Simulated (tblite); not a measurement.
## Run report: C$_{5}$H$_{11}$B$_{2}$GeN, geometry relaxation

System: C$_{5}$H$_{11}$B$_{2}$GeN.
Method: GFN2-xTB geometry optimisation, gas phase (tblite 0.8.0).

It belongs to a series of runs on one base structure; here: GeH2 inserted into a C-C bond.

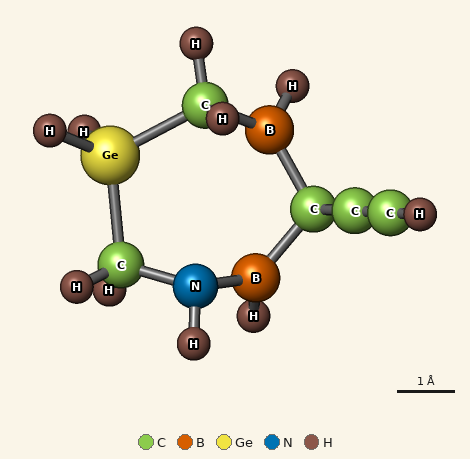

**Figure 1.** The starting structure (ball-and-stick view, seen at a tilt). Sticks mark near contacts.

Key numbers:

| quantity | value |
| --- | --- |
| outcome | converged |
| total energy | −641.2108 eV |
| hardware | 1 CPU thread, shared host |
| wall time | 2.7 s |
| peak memory | 0.18 GiB |

Input file:
```
{"job": {"kind": "relax", "xc": "GFN2-xTB", "basis": "xTB"}, "charge": 0, "multiplicity": 1}
C      3.065500    -0.239200     1.504000
C      2.332000    -0.407200     0.543400
C      1.471300    -0.628500    -0.601300
B      0.926800     0.783200    -1.169100
C      0.004700     1.736800    -0.276200
Ge    -1.845600     1.109300    -0.293600
C     -1.980900    -0.711400     0.400400
N     -0.688000    -1.164300     0.939200
B      0.254200    -1.577300    -0.200900
H      3.683900    -0.083300     2.344400
H      2.046800    -1.120100    -1.408000
H      1.367700     1.183900    -2.173900
H      0.025900     2.760600    -0.707400
H      0.387600     1.780700     0.756000
H     -2.387600     1.150300    -1.739700
H     -2.697900     2.057100     0.602200
H     -2.370400    -1.393400    -0.382200
H     -2.729400    -0.701300     1.226700
H     -0.861600    -2.025200     1.512800
H     -0.010100    -2.500100    -0.879900
```

The first line tells a small driver script what to run in tblite; the rest is the geometry in Å.

Command:
```bash
OMP_NUM_THREADS=1 python <driver script> task.json out
```

The program's output:
```
step      E/eV     max force
  0    -639.69772    2.251
  1    -639.71971    6.189
  2    -639.88408    0.868
  3    -639.91215    0.495
  4    -639.94007    0.294
  5    -639.95885    0.310
  6    -639.96966    0.219
  7    -639.97836    0.233
  8    -639.98642    0.246
  9    -639.99268    0.201
 10    -639.99686    0.177
 11    -640.00043    0.160
 12    -640.00421    0.164
 13    -640.00834    0.166
 14    -640.01260    0.176
 15    -640.01719    0.163
 16    -640.02274    0.161
 17    -640.02959    0.214
 18    -640.03754    0.218
 19    -640.04687    0.288
 20    -640.05881    0.307
 21    -640.07538    0.363
 22    -640.09820    0.446
 23    -640.12810    0.471
 24    -640.16480    0.542
 25    -640.20492    0.554
 26    -640.20780    0.891
 27    -640.28294    0.819
 28    -640.33826    0.682
 29    -640.47680    0.728
 30    -640.53559    0.737
 31    -640.59906    0.556
 32    -640.63759    0.382
 33    -640.65013    0.643
 34    -640.67322    0.357
 35    -640.69728    0.239
 36    -640.71669    0.286
 37    -640.73434    0.280
 38    -640.75148    0.291
 39    -640.76643    0.286
 40    -640.77914    0.293
 41    -640.79085    0.282
 42    -640.80165    0.222
 43    -640.81056    0.234
 44    -640.81854    0.206
 45    -640.82691    0.246
 46    -640.83499    0.221
 47    -640.84064    0.116
 48    -640.84327    0.087
 49    -640.84475    0.083
 50    -640.84649    0.109
 51    -640.84847    0.110
 52    -640.85035    0.103
 53    -640.85194    0.094
 54    -640.85340    0.092
 55    -640.85489    0.088
 56    -640.85654    0.089
 57    -640.85852    0.116
 58    -640.86100    0.124
 59    -640.86407    0.153
 60    -640.86767    0.161
 61    -640.87163    0.212
 62    -640.87620    0.218
 63    -640.88147    0.162
 64    -640.88684    0.154
 65    -640.89043    0.123
 66    -640.89255    0.125
 67    -640.89432    0.102
 68    -640.89677    0.117
 69    -640.89977    0.132
 70    -640.90245    0.146
 71    -640.90546    0.132
 72    -640.90866    0.122
 73    -640.91194    0.115
 74    -640.91427    0.199
 75    -640.91579    0.134
 76    -640.91828    0.114
 77    -640.92321    0.121
 78    -640.92835    0.146
 79    -640.93362    0.223
 80    -640.93715    0.201
 81    -640.94193    0.167
 82    -640.94661    0.219
 83    -640.95387    0.266
 84    -640.95444    0.535
 85    -640.96436    0.438
 86    -640.97465    0.182
 87    -640.98205    0.190
 88    -641.00362    0.339
 89    -641.02506    0.349
 90    -641.04669    0.381
 91    -641.05581    0.448
 92    -641.05541    0.812
 93    -641.08003    0.304
 94    -641.09284    0.250
 95    -641.11520    0.416
 96    -641.13754    0.351
 97    -641.15058    0.248
 98    -641.15756    0.207
 99    -641.16295    0.203
100    -641.16731    0.135
101    -641.17190    0.141
102    -641.17724    0.146
103    -641.18166    0.146
104    -641.18369    0.122
105    -641.18552    0.114
106    -641.18757    0.101
107    -641.19026    0.132
108    -641.19192    0.117
109    -641.19372    0.118
110    -641.19594    0.097
111    -641.19733    0.121
112    -641.19850    0.091
113    -641.19914    0.075
114    -641.19961    0.066
115    -641.20010    0.075
116    -641.20079    0.102
117    -641.20155    0.088
118    -641.20217    0.060
119    -641.20258    0.054
120    -641.20292    0.055
121    -641.20336    0.082
122    -641.20399    0.089
123    -641.20473    0.072
124    -641.20538    0.049
125    -641.20581    0.041
126    -641.20608    0.033
127    -641.20628    0.027
128    -641.20647    0.032
129    -641.20668    0.042
130    -641.20694    0.050
131    -641.20723    0.052
132    -641.20751    0.045
133    -641.20774    0.031
134    -641.20795    0.033
135    -641.20819    0.047
136    -641.20844    0.047
137    -641.20865    0.030
138    -641.20878    0.030
139    -641.20888    0.022
140    -641.20900    0.034
141    -641.20911    0.033
142    -641.20919    0.022
143    -641.20926    0.021
144    -641.20934    0.027
145    -641.20942    0.028
146    -641.20950    0.018
147    -641.20956    0.019
148    -641.20961    0.023
149    -641.20968    0.022
150    -641.20976    0.023
151    -641.20984    0.018
152    -641.20990    0.021
153    -641.20995    0.020
154    -641.21000    0.019
155    -641.21005    0.017
156    -641.21011    0.015
157    -641.21017    0.019
158    -641.21023    0.025
159    -641.21029    0.023
160    -641.21035    0.020
161    -641.21042    0.017
162    -641.21049    0.019
163    -641.21055    0.022
164    -641.21060    0.016
165    -641.21064    0.016
166    -641.21067    0.011
167    -641.21070    0.011
168    -641.21072    0.010
169    -641.21074    0.013
170    -641.21075    0.011
171    -641.21078    0.009
```

Trajectory as extended XYZ (Å, eV, eV/Å), 5 of the 172 frames kept, from step=0 to step=171:
```
20
Properties=species:S:1:pos:R:3:forces:R:3 step=0 energy=-639.69772
C     3.0655   -0.2392    1.5040   -1.3300  -0.2560  -1.6640
C     2.3320   -0.4072    0.5434    1.3070   0.4260   1.7830
C     1.4713   -0.6285   -0.6013   -0.3830  -0.2150  -0.4370
B     0.9268    0.7832   -1.1691    0.0210   0.3060   1.0500
C     0.0047    1.7368   -0.2762    1.1730   0.1340  -0.6910
Ge   -1.8456    1.1093   -0.2936   -0.3570   0.6220  -0.0400
C    -1.9809   -0.7114    0.4004   -0.3490  -0.7010   0.5300
N    -0.6880   -1.1643    0.9392    0.5180  -1.4170  -0.7680
B     0.2542   -1.5773   -0.2009   -0.7280   1.0630   0.8820
H     3.6839   -0.0833    2.3444   -0.1320  -0.0620  -0.2430
H     2.0468   -1.1201   -1.4080    0.0640   0.1330   0.3720
H     1.3677    1.1839   -2.1739   -0.1890  -0.1270  -0.2250
H     0.0259    2.7606   -0.7074   -0.0570  -0.4270   0.3930
H     0.3876    1.7807    0.7560   -0.3470  -0.0820  -0.3150
H    -2.3876    1.1503   -1.7397    0.0100   0.1200   0.4060
H    -2.6979    2.0571    0.6022    0.2040  -0.2340  -0.4590
H    -2.3704   -1.3934   -0.3822    0.0080   0.0570   0.2330
H    -2.7294   -0.7013    1.2267    0.4290  -0.1360  -0.4070
H    -0.8616   -2.0252    1.5128    0.1570   0.9350  -0.5030
H    -0.0101   -2.5001   -0.8799   -0.0200  -0.1390   0.1040
20
Properties=species:S:1:pos:R:3:forces:R:3 step=43 energy=-640.81056
C     2.7927   -0.1651    1.5433   -0.0430  -0.0050  -0.1530
C     2.2197   -0.3310    0.5015    0.1010  -0.0090   0.0120
C     1.4396   -0.5401   -0.7097   -0.0910   0.0830   0.0160
B     0.7797    0.7682   -1.2427   -0.1060   0.0700  -0.0200
C     0.1851    1.7935   -0.2280    0.0700   0.1060   0.0460
Ge   -1.7156    1.2396   -0.2763    0.0250   0.0240  -0.0820
C    -1.9381   -0.6268    0.3908    0.0320   0.0350  -0.0060
N    -0.8438   -1.5827    0.3393   -0.0580  -0.0320   0.0060
B     0.4509   -1.6767   -0.1279   -0.0180  -0.0550  -0.0150
H     3.3362   -0.0088    2.4283   -0.0140  -0.0010  -0.0460
H     2.0583   -1.0034   -1.4845    0.1450  -0.0530   0.1760
H     0.6036    0.9486   -2.3968    0.1010  -0.0890   0.1240
H     0.2909    2.8376   -0.5137   -0.1530   0.0610  -0.0960
H     0.5571    1.6973    0.7923   -0.0400  -0.0740   0.0140
H    -2.2825    1.3298   -1.6703    0.0110  -0.0190  -0.0740
H    -2.6687    2.1059    0.5291    0.0980  -0.0170   0.0840
H    -2.7906   -1.0764   -0.1386   -0.0280   0.0950   0.0610
H    -2.2412   -0.5303    1.4408   -0.0600  -0.0200   0.0400
H    -1.1744   -2.4302    0.7793   -0.0020  -0.1070  -0.0170
H     0.9359   -2.7384    0.0408    0.0280   0.0070  -0.0720
20
Properties=species:S:1:pos:R:3:forces:R:3 step=86 energy=-640.97465
C     2.6774    0.0210    1.8294   -0.0250   0.0070   0.0050
C     2.0879   -0.2766    0.8291   -0.0630  -0.1040  -0.0680
C     1.4768   -0.5944   -0.4446   -0.0720   0.0460  -0.0090
B     0.7876    0.6213   -1.1567    0.0500   0.0430  -0.0840
C     0.1607    1.8184   -0.3870    0.0400  -0.0190   0.0190
Ge   -1.7136    1.1981   -0.2467   -0.0380   0.0250  -0.0180
C    -1.7458   -0.6077    0.6200    0.1010   0.0500  -0.0320
N    -0.9731   -1.6574   -0.0220   -0.0360  -0.0170  -0.0290
B     0.3483   -1.7611   -0.4162    0.1030  -0.0440   0.0510
H     3.2046    0.2863    2.6980   -0.0850  -0.0360   0.0070
H     2.2751   -0.9852   -1.0909   -0.0280  -0.0090   0.1330
H     0.6169    0.5323   -2.3135    0.0220   0.0650  -0.1170
H     0.1599    2.7619   -0.9350    0.0250  -0.0230   0.0600
H     0.5427    1.9845    0.6207    0.0400   0.0190  -0.0450
H    -2.3400    1.2628   -1.6195   -0.1200  -0.1350   0.0200
H    -2.5522    2.1112    0.6266   -0.0030   0.0370   0.0170
H    -2.7808   -0.9428    0.7289    0.0600   0.0330   0.0000
H    -1.3583   -0.4346    1.6299    0.0100  -0.0190   0.0950
H    -1.5202   -2.4990   -0.1317   -0.0270   0.0340   0.0380
H     0.6410   -2.8284   -0.8218    0.0440   0.0470  -0.0430
20
Properties=species:S:1:pos:R:3:forces:R:3 step=128 energy=-641.20647
C     2.0399   -0.0660    2.0188   -0.0090  -0.0040  -0.0100
C     1.7673   -0.3067    0.8761   -0.0030   0.0000  -0.0070
C     1.4623   -0.5864   -0.5058    0.0090   0.0040  -0.0230
B     0.8858    0.6174   -1.3367    0.0030  -0.0080  -0.0040
C     0.1620    1.7991   -0.6227   -0.0110   0.0020  -0.0050
Ge   -1.6363    1.1369   -0.1021    0.0140   0.0040   0.0200
C    -1.3671   -0.5779    0.8942   -0.0090  -0.0090   0.0190
N    -0.9140   -1.6099   -0.0215    0.0020   0.0060   0.0010
B     0.2950   -1.6868   -0.6824    0.0120  -0.0140   0.0050
H     2.2896    0.1338    3.0174    0.0000   0.0060   0.0230
H     2.3638   -0.9962   -0.9713    0.0050   0.0050   0.0160
H     0.9120    0.5552   -2.5090   -0.0010  -0.0030  -0.0040
H     0.0448    2.6930   -1.2351    0.0030   0.0190  -0.0060
H     0.6350    2.0854    0.3188    0.0060   0.0090  -0.0010
H    -2.5137    0.8508   -1.3017   -0.0180   0.0190  -0.0050
H    -2.3756    2.1905    0.7092    0.0000  -0.0120   0.0100
H    -2.2834   -0.9015    1.3900    0.0060  -0.0050  -0.0110
H    -0.6116   -0.4151    1.6672   -0.0050   0.0080  -0.0150
H    -1.6085   -2.3240   -0.1798   -0.0010   0.0070  -0.0030
H     0.4476   -2.5810   -1.4267   -0.0030  -0.0320  -0.0010
20
Properties=species:S:1:pos:R:3:forces:R:3 step=171 energy=-641.21078
C     1.9889   -0.0374    2.0278   -0.0010   0.0010  -0.0020
C     1.7463   -0.2881    0.8804   -0.0020  -0.0010  -0.0040
C     1.4698   -0.5854   -0.5042    0.0010  -0.0040   0.0020
B     0.8878    0.6006   -1.3565    0.0020  -0.0010   0.0030
C     0.1647    1.7938   -0.6583   -0.0030   0.0050   0.0010
Ge   -1.6199    1.1510   -0.0672    0.0070   0.0050  -0.0020
C    -1.3711   -0.5975    0.8735   -0.0040  -0.0060   0.0060
N    -0.9037   -1.6215   -0.0439    0.0020  -0.0030  -0.0010
B     0.3171   -1.7021   -0.6822    0.0040  -0.0020  -0.0020
H     2.2143    0.1727    3.0307   -0.0020   0.0030   0.0010
H     2.3851   -0.9877   -0.9483   -0.0020  -0.0020   0.0000
H     0.9192    0.5194   -2.5276   -0.0050   0.0010   0.0020
H     0.0309    2.6727   -1.2895   -0.0020   0.0040  -0.0030
H     0.6628    2.1061    0.2620    0.0010   0.0010   0.0030
H    -2.5751    0.9601   -1.2280    0.0050  -0.0030   0.0020
H    -2.2826    2.1794    0.8356    0.0030  -0.0010  -0.0010
H    -2.3003   -0.9248    1.3420   -0.0040   0.0030   0.0030
H    -0.6338   -0.4510    1.6673   -0.0030  -0.0030  -0.0080
H    -1.5927   -2.3393   -0.2098    0.0030   0.0040   0.0030
H     0.4871   -2.6102   -1.4068    0.0000  -0.0020  -0.0040
```

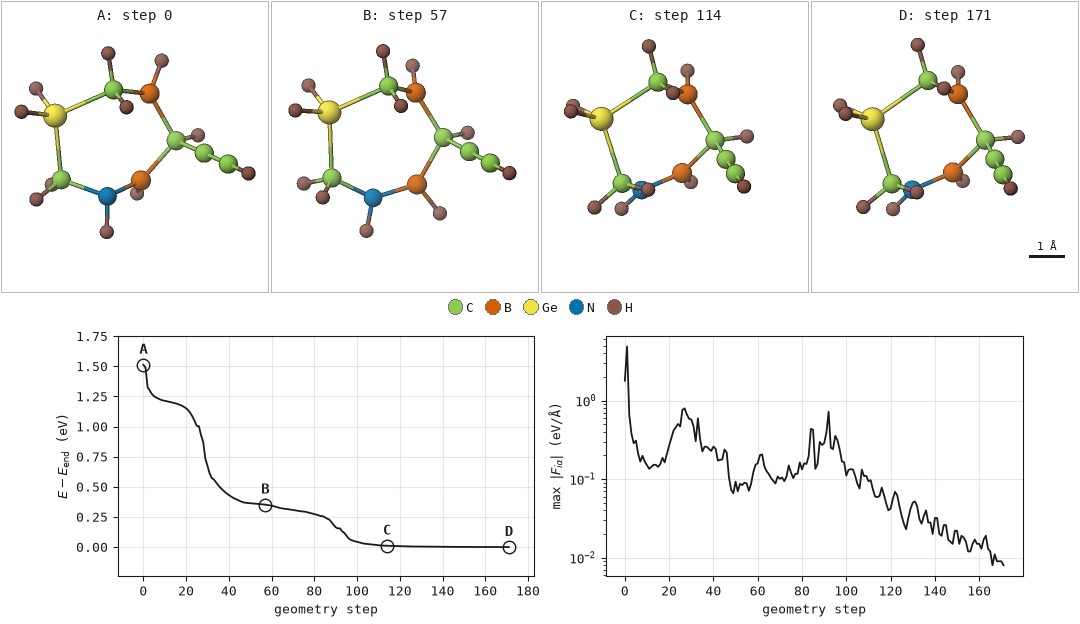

**Figure 2.** Frames of the relaxation (ball-and-stick view, seen at a tilt) above the curves, on which the letters mark them (steps are counted from 0).

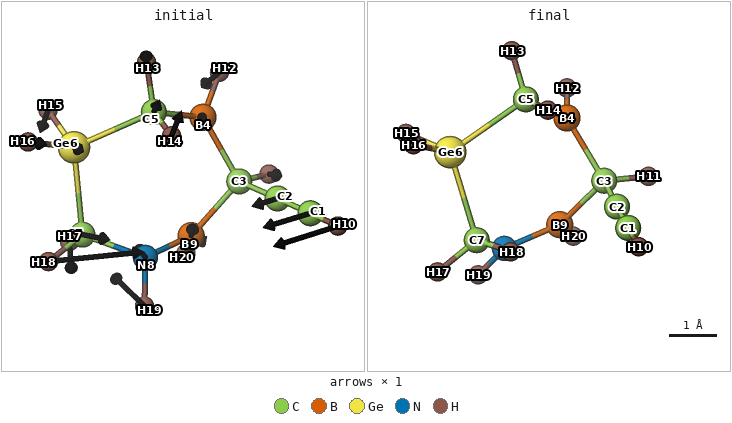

**Figure 3.** Before (left) and after (right) the relaxation, at one scale (ball-and-stick view, seen at a tilt). The black arrows give the displacements, at true length. After 171 geometry steps the energy has fallen by 1.513 eV. The largest force component goes from 1.8 to 0.008 eV/Å. The largest move after the best rigid fit is that of H18, 2.18 Å. Largest moves by element: H 2.18 Å, C 1.15 Å, N 1.13 Å, B 0.55 Å, Ge 0.37 Å. Distances before and after: N8–B9 1.536 → 1.380 Å, Ge6–C7 1.953 → 2.001 Å, C3–B4 1.616 → 1.572 Å, N8–H19 1.049 → 1.009 Å. Among the angles that change: C7–N8–B9 110.5° → 128.2°, B9–N8–H19 106.7° → 119.1°, B4–C3–B9 110.5° → 101.4°. (Atoms are counted from 1 in the order of the input.)
